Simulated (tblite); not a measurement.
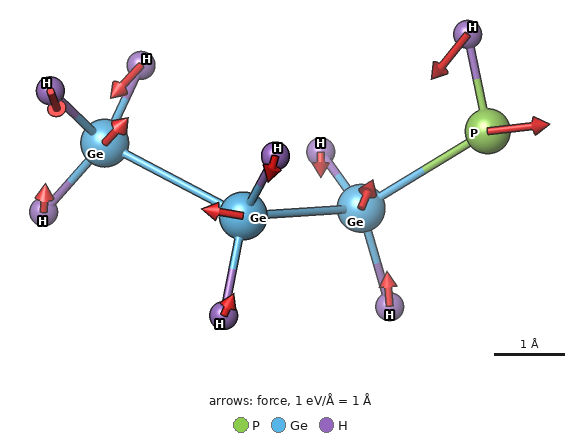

Starting geometry of Ge3PH8 (multiplicity 2) with the computed forces as red arrows. The picture is a ball-and-stick view, seen face on.

All numbers below come from tblite, GFN2-xTB geometry optimisation, gas phase. 

What follows when this structure is relaxed?

Answer. It isn't relaxed: the largest force vector, on the P atom, is 0.95 eV/Å. The final displacements follow the starting forces only in part (cosine between the two patterns 0.46). The atom that moves furthest after the best rigid fit is an H atom (0.44 Å). By element the largest moves are H 0.44 Å, P 0.32 Å, Ge 0.22 Å. Near-neighbour distances that change, for instance: Ge–H 1.567 → 1.502 Å, Ge–Ge 2.372 → 2.427 Å, Ge–H 1.549 → 1.517 Å, Ge–Ge 2.415 → 2.387 Å. Bond angles that change, for instance: Ge–P–H 110.3° → 91.6°, Ge–Ge–Ge 107.3° → 118.1°, Ge–Ge–H 105.6° → 113.3°. After 65 geometry steps the energy has fallen by 9.75 kcal/mol.
